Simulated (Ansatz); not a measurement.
**LaMg2Au: a short molecular-dynamics run**

Aim: set LaMg2Au (a randomly packed cell, 8 atoms, not relaxed) in motion for 20 steps of 1 fs under a Langevin thermostat at 100 K, and see how temperature, energy and positions respond.

All numbers below are computed with Ansatz 0.2.0 (DFT PBE, plane waves, PAW, scalar-relativistic, no spin polarisation).

**1. The starting structure**

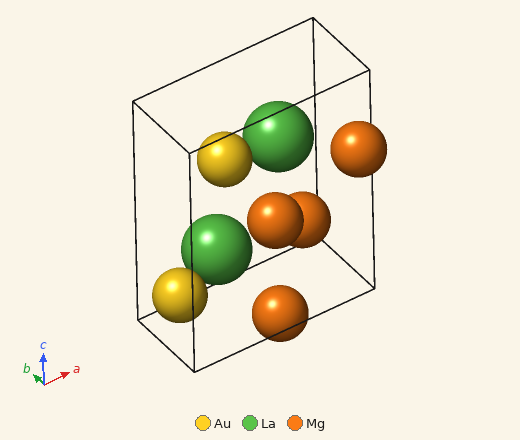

Start, viewed slightly off an axis; gold amber, lanthanum green, magnesium orange. Each atom of the cell is drawn once.

Structure file:

```
Au La Mg
1.0
     6.00627    1.25901    0.47710
     0.75146    5.80073   -0.01412
     1.08196    0.40147    5.92550
Au La Mg
2 2 4
Direct
  0.20703 0.09248 0.83960
  0.99357 0.25391 0.26156
  0.66157 0.60993 0.64606
  0.34652 0.73115 0.22201
  0.84450 0.80736 0.14871
  0.91307 0.98862 0.64079
  0.49484 0.14874 0.43690
  0.53020 0.21674 0.98201
```

**2. Dynamics**

input.yaml

```yaml
crystal:
  lattice:
    - [6.006274, 1.259009, 0.477097]
    - [0.751464, 5.800728, -0.014115]
    - [1.081956, 0.401468, 5.925501]
  atoms:
    - { symbol: Au, position: [0.207028, 0.092482, 0.839601] }
    - { symbol: Au, position: [0.993575, 0.253913, 0.261561] }
    - { symbol: La, position: [0.661567, 0.609933, 0.646064] }
    - { symbol: La, position: [0.346515, 0.73115, 0.222014] }
    - { symbol: Mg, position: [0.844496, 0.807363, 0.14871] }
    - { symbol: Mg, position: [0.913073, 0.988616, 0.640789] }
    - { symbol: Mg, position: [0.494837, 0.148735, 0.436903] }
    - { symbol: Mg, position: [0.530196, 0.216739, 0.982008] }
kpoints:
  mp_grid: { grid: [3, 3, 3] }
magnetization:
  spin_polarized: false
scf:
  occupations: { method: gaussian, width: 0.1 }
hamiltonian:
  pseudopotentials: { kind: paw }
  xc: pbe
basis:
  ecutwfc: 420
md:
  timestep: 1.0
  n_steps: 20
  ensemble: nvt_langevin
  temperature: 100.0
  initial_velocities: maxwell_boltzmann
  seed: 995938
```

Run with:

```bash
$ ansatz run input.yaml --threads 2 --pin off --max-ram 2560MiB --backend cpu --events-out ev --progress --plain --runs-dir out
```

The log of the run (excerpt; [...] marks lines left out):

```text
Warning: md: disabling space-group detection — thermal motion breaks the input geometry's symmetry, so no spatial operation reduces the k-mesh or symmetrises the density; time reversal is kept, so that k and −k are solved as one point where they differ and the mesh holds both, and exact [...]
Warning: RAYON_NUM_THREADS=2 ignored (pool sized by the plan → 2); use --threads N
[...]
Pseudopotentials: kind: paw
Pseudopotential: Au, paw, valence charge 19, recommended cutoff 420 eV (normal), Au.paw.azcp
Pseudopotential: La, paw, valence charge 11, recommended cutoff 420 eV (normal), La.paw.azcp
Pseudopotential: Mg, paw, valence charge 10, recommended cutoff 420 eV (normal), Mg.paw.azcp
Functional definition: PBE
[...]
Crystal: 8 atoms, lattice volume = 198.007 Å³
Basis set: ecut = 420 eV, 3869 PW (Γ), exchange–correlation on 90×80×90 points (8 copies of the dense FFT grid, shifted against one another)
Bands: 60, of which v1, the nominal top of the filled ones, is band 50 counted from 1 (49 counted from 0)
Symmetry: 1 space group operations
k-points: 14 of 27 (time reversal used)
[...]
SCF iter   1: F=—  HF=-46493.913626 eV  |F-HF|=—  |Δ(HF+E_count)|=         —  Δρ=3.41e-3  dr2=3.66e-2  ethr=1.77e-3  ⟨swp⟩=10.3  Hψ=3688  notcnv=0
[...]
md step     0: t =     0.00 fs  T =    87.5 K  F+E_penalty+E_count = -46493.91357340 eV  E_kin = 0.090482 eV  (10 SCF iters)
[...]
md step     2: t =     2.00 fs  T =    87.4 K  F+E_penalty+E_count = -46493.91040682 eV  E_kin = 0.090386 eV  (6 SCF iters)
[...]
md step     4: t =     4.00 fs  T =   100.9 K  F+E_penalty+E_count = -46493.91547013 eV  E_kin = 0.104340 eV  (6 SCF iters)
[...]
md step     6: t =     6.00 fs  T =   125.7 K  F+E_penalty+E_count = -46493.92745996 eV  E_kin = 0.130008 eV  (4 SCF iters)
[...]
md step     7: t =     7.00 fs  T =   134.1 K  F+E_penalty+E_count = -46493.93616389 eV  E_kin = 0.138660 eV  (4 SCF iters)
[...]
md step     8: t =     8.00 fs  T =   144.0 K  F+E_penalty+E_count = -46493.94676535 eV  E_kin = 0.148914 eV  (4 SCF iters)
[...]
SCF iter   3: F=—  HF=-46493.958854 eV  |F-HF|=—  |Δ(HF+E_count)|=   6.65e-8  Δρ=2.46e-6  dr2=1.91e-8  ethr=2.99e-10  ⟨swp⟩=2.0  Hψ=1046  notcnv=0  defer=50
```

**3. The output, continued**

The log, continued (excerpt; [...] marks lines left out):

```text
SCF iter   4: F=-46493.958854 eV  HF=-46493.958854 eV  |F-HF|=1.21e-9  |Δ(HF+E_count)|=   3.17e-9  Δρ=7.90e-7  dr2=2.15e-9  ethr=8.00e-12  ⟨swp⟩=5.0  Hψ=3710  notcnv=0
[...]
md step     9: t =     9.00 fs  T =   150.5 K  F+E_penalty+E_count = -46493.95885413 eV  E_kin = 0.155660 eV  (4 SCF iters)
[...]
md step    12: t =    12.00 fs  T =   192.9 K  F+E_penalty+E_count = -46494.00191546 eV  E_kin = 0.199438 eV  (4 SCF iters)
[...]
md step    15: t =    15.00 fs  T =   223.4 K  F+E_penalty+E_count = -46494.05421890 eV  E_kin = 0.231007 eV  (3 SCF iters)
[...]
md step    18: t =    18.00 fs  T =   296.7 K  F+E_penalty+E_count = -46494.10961661 eV  E_kin = 0.306804 eV  (4 SCF iters)
[...]
md step    19: t =    19.00 fs  T =   322.1 K  F+E_penalty+E_count = -46494.12888075 eV  E_kin = 0.333060 eV  (4 SCF iters)
[...]
md step    20: t =    20.00 fs  T =   319.8 K  F+E_penalty+E_count = -46494.14788572 eV  E_kin = 0.330675 eV  (7 SCF iters)
NSCF: frozen V_eff on 14 k-points
[...]
SCF converged after 7 iterations
Free energy (F): -46494.147886 eV
[...]
E sigma→0 (E₀):  -46494.127707 eV
Entropy (-TS):   -0.040357 eV (-5.045 meV/atom)
Fermi energy:    10.201333 eV
[...]
--- Forces (eV/Å), atoms counted from 1 ---
  atom   1  Au    -0.25495300    -0.69183547    -0.64862565
  atom   2  Au    -0.38796359     0.72176956     0.45503811
  atom   3  La     0.01356094    -0.07629129     0.30622158
  atom   4  La     0.19983226     0.19496507     0.43132224
  atom   5  Mg     0.33838611    -0.34662855    -0.51659466
  atom   6  Mg     0.82102685     0.07320965    -0.42143751
  atom   7  Mg    -0.19144880     0.41733735     0.43417043
  atom   8  Mg    -0.53838899    -0.29257008    -0.04009996
[...]
--- Band table (eV; the first three rows and the last of 14) ---
[...]
--- MD trajectory: 20 steps, t = 0.0 → 20.0 fs ---
  final state: T = 319.8 K   F+E_penalty+E_count = -46494.14788572 eV   E_kin = 0.330675 eV
```

Run time: 2 min. Hardware: 2 threads of Arm Neoverse V1, shared host; peak memory 0.6 GiB.

**4. Frames and traces**

The trajectory, every 2 steps (energies from step 0); msd is the mean square displacement from the start, the centre of mass held:

| time (fs) | T (K) | potential energy change (meV/atom) | msd Mg (Å²) | msd La (Å²) | msd Au (Å²) |
| --- | --- | --- | --- | --- | --- |
| 0.0 | 88 | 0.0 | 0.000 | 0.000 | 0.000 |
| 2.0 | 87 | 0.4 | 0.000 | 0.000 | 0.000 |
| 4.0 | 101 | -0.2 | 0.000 | 0.000 | 0.000 |
| 6.0 | 126 | -1.7 | 0.000 | 0.000 | 0.000 |
| 8.0 | 144 | -4.1 | 0.000 | 0.000 | 0.000 |
| 10.0 | 159 | -7.3 | 0.001 | 0.000 | 0.000 |
| 12.0 | 193 | -11.0 | 0.001 | 0.001 | 0.000 |
| 14.0 | 225 | -15.3 | 0.002 | 0.001 | 0.000 |
| 16.0 | 251 | -19.8 | 0.003 | 0.001 | 0.000 |
| 18.0 | 297 | -24.5 | 0.004 | 0.001 | 0.000 |
| 20.0 | 320 | -29.3 | 0.006 | 0.001 | 0.000 |

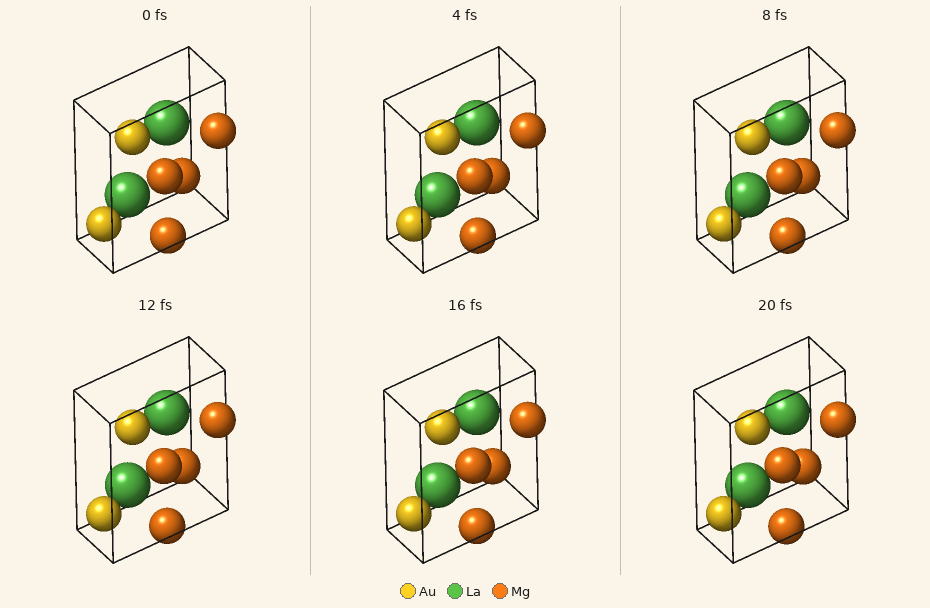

Six frames of the run, seen slightly off an axis. Each atom of the cell is drawn once. Atoms are followed across the cell's faces.

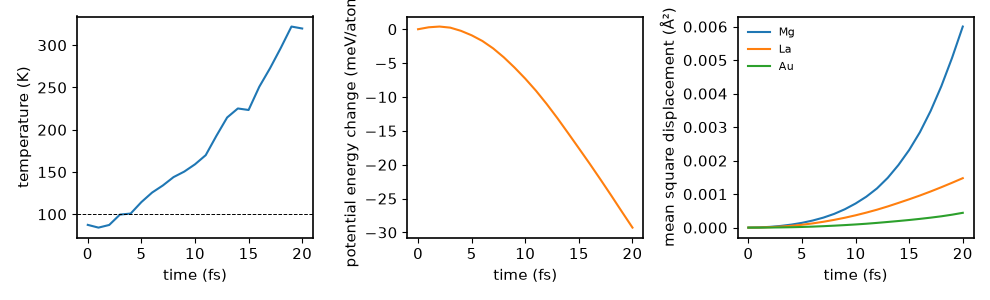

Traces against time; each panel has its own scale. The dashed line is the set temperature.

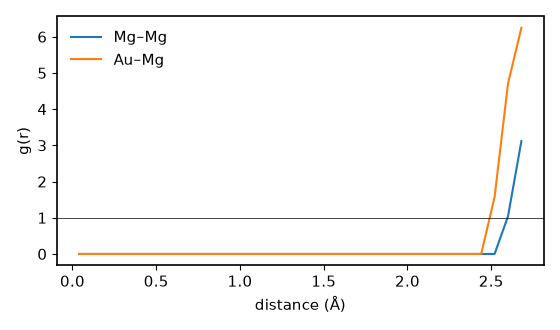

Pair distribution functions over the second half of the run, in bins of 0.08 Å, lightly smoothed, out to 2.8 Å.

**5. Positions and forces**

Positions (Å) and forces (eV/Å):

```xyz
8
Lattice="6.006 1.259 0.477 0.751 5.801 -0.014 1.082 0.401 5.926" Properties=species:S:1:pos:R:3:forces:R:3 pbc="T T T" time_fs=2.0 T=87 dE=0.0032
Au    2.222    1.135    5.073   -0.032   -0.586   -0.905
Au    6.442    2.831    2.020   -0.494    0.874    0.471
La    5.132    4.631    4.135    0.000   -0.148    0.363
La    2.871    4.762    1.470    0.079   -0.137    0.332
Mg    5.838    5.808    1.273    0.810   -0.585   -0.791
Mg    6.916    7.144    4.224    0.962    0.045   -0.181
Mg    3.553    1.661    2.821   -0.509    0.813    0.883
Mg    4.408    2.318    6.069   -0.815   -0.276   -0.171
8
Lattice="6.006 1.259 0.477 0.751 5.801 -0.014 1.082 0.401 5.926" Properties=species:S:1:pos:R:3:forces:R:3 pbc="T T T" time_fs=5.0 T=114 dE=-0.0072
Au    2.222    1.135    5.073   -0.046   -0.595   -0.887
Au    6.442    2.835    2.021   -0.480    0.846    0.474
La    5.136    4.631    4.136   -0.004   -0.146    0.364
La    2.871    4.754    1.469    0.066   -0.091    0.350
Mg    5.838    5.810    1.271    0.793   -0.576   -0.769
Mg    6.912    7.147    4.234    0.983    0.042   -0.245
Mg    3.547    1.664    2.821   -0.493    0.785    0.879
Mg    4.401    2.314    6.069   -0.818   -0.265   -0.167
8
Lattice="6.006 1.259 0.477 0.751 5.801 -0.014 1.082 0.401 5.926" Properties=species:S:1:pos:R:3:forces:R:3 pbc="T T T" time_fs=8.0 T=144 dE=-0.0332
Au    2.223    1.135    5.073   -0.069   -0.606   -0.854
Au    6.442    2.839    2.022   -0.464    0.816    0.477
La    5.139    4.631    4.138   -0.007   -0.142    0.360
La    2.872    4.747    1.467    0.060   -0.037    0.367
Mg    5.841    5.810    1.267    0.755   -0.550   -0.732
Mg    6.910    7.148    4.244    0.983    0.047   -0.301
Mg    3.539    1.671    2.825   -0.457    0.738    0.843
Mg    4.391    2.312    6.070   -0.801   -0.267   -0.161
8
Lattice="6.006 1.259 0.477 0.751 5.801 -0.014 1.082 0.401 5.926" Properties=species:S:1:pos:R:3:forces:R:3 pbc="T T T" time_fs=10.0 T=159 dE=-0.0584
Au    2.223    1.136    5.073   -0.091   -0.617   -0.832
Au    6.442    2.842    2.022   -0.453    0.799    0.480
La    5.141    4.631    4.140   -0.007   -0.137    0.354
La    2.872    4.742    1.466    0.065    0.001    0.380
Mg    5.844    5.809    1.264    0.711   -0.523   -0.702
Mg    6.911    7.148    4.249    0.976    0.055   -0.330
Mg    3.532    1.677    2.830   -0.425    0.695    0.801
Mg    4.383    2.310    6.070   -0.776   -0.272   -0.151
8
Lattice="6.006 1.259 0.477 0.751 5.801 -0.014 1.082 0.401 5.926" Properties=species:S:1:pos:R:3:forces:R:3 pbc="T T T" time_fs=12.0 T=193 dE=-0.0883
Au    2.223    1.136    5.073   -0.115   -0.630   -0.809
Au    6.442    2.846    2.023   -0.443    0.783    0.483
La    5.143    4.631    4.142   -0.006   -0.131    0.346
La    2.872    4.737    1.465    0.079    0.039    0.391
Mg    5.849    5.807    1.259    0.655   -0.492   -0.668
Mg    6.912    7.148    4.253    0.961    0.064   -0.354
Mg    3.525    1.685    2.835   -0.387    0.647    0.747
Mg    4.374    2.309    6.070   -0.744   -0.279   -0.136
8
Lattice="6.006 1.259 0.477 0.751 5.801 -0.014 1.082 0.401 5.926" Properties=species:S:1:pos:R:3:forces:R:3 pbc="T T T" time_fs=15.0 T=223 dE=-0.1406
Au    2.223    1.136    5.072   -0.163   -0.654   -0.766
Au    6.443    2.851    2.024   -0.425    0.761    0.484
La    5.146    4.632    4.145   -0.003   -0.123    0.333
La    2.872    4.731    1.463    0.117    0.097    0.408
Mg    5.860    5.803    1.251    0.546   -0.439   -0.614
Mg    6.916    7.148    4.258    0.926    0.076   -0.382
Mg    3.514    1.700    2.846   -0.320    0.566    0.644
Mg    4.358    2.305    6.069   -0.678   -0.285   -0.107
8
Lattice="6.006 1.259 0.477 0.751 5.801 -0.014 1.082 0.401 5.926" Properties=species:S:1:pos:R:3:forces:R:3 pbc="T T T" time_fs=18.0 T=297 dE=-0.1960
Au    2.223    1.136    5.071   -0.218   -0.678   -0.704
Au    6.443    2.856    2.025   -0.405    0.739    0.472
La    5.148    4.633    4.148    0.006   -0.099    0.318
La    2.872    4.724    1.460    0.163    0.157    0.423
Mg    5.873    5.799    1.242    0.425   -0.383   -0.555
Mg    6.922    7.149    4.263    0.875    0.077   -0.409
Mg    3.501    1.718    2.860   -0.245    0.477    0.518
Mg    4.340    2.300    6.066   -0.601   -0.290   -0.063
8
Lattice="6.006 1.259 0.477 0.751 5.801 -0.014 1.082 0.401 5.926" Properties=species:S:1:pos:R:3:forces:R:3 pbc="T T T" time_fs=20.0 T=320 dE=-0.2343
Au    2.223    1.136    5.069   -0.255   -0.692   -0.649
Au    6.443    2.860    2.027   -0.388    0.722    0.455
La    5.149    4.633    4.150    0.014   -0.076    0.306
La    2.872    4.721    1.458    0.200    0.195    0.431
Mg    5.882    5.796    1.235    0.338   -0.347   -0.517
Mg    6.929    7.151    4.265    0.821    0.073   -0.421
Mg    3.492    1.731    2.869   -0.191    0.417    0.434
Mg    4.328    2.297    6.065   -0.538   -0.293   -0.040
```

**6. Results**

```
                             quantity                            value
                               length                 20 steps of 1 fs
     temperature, first and last step                     88 and 320 K
             temperature, second half    mean 241 K, from 159 to 322 K
        potential energy, second half      -18 meV/atom from the start
mean square displacement, second half  Mg 0.003, La 0.001, Au 0.000 Å²
```

Against a set 100 K the second half averages 241 K, going from 159 to 320 K over that half; the potential energy of that half lies 18 meV/atom under the start, so the atoms have moved to lower-lying arrangements, and the energy set free heats the cell. Over the second half Mg atoms stand 0.1 Å (root mean square) from where they began, and the farthest move is 0.1 Å. A run of 20 fs with 8 atoms shows the motion but fixes no equilibrium value.
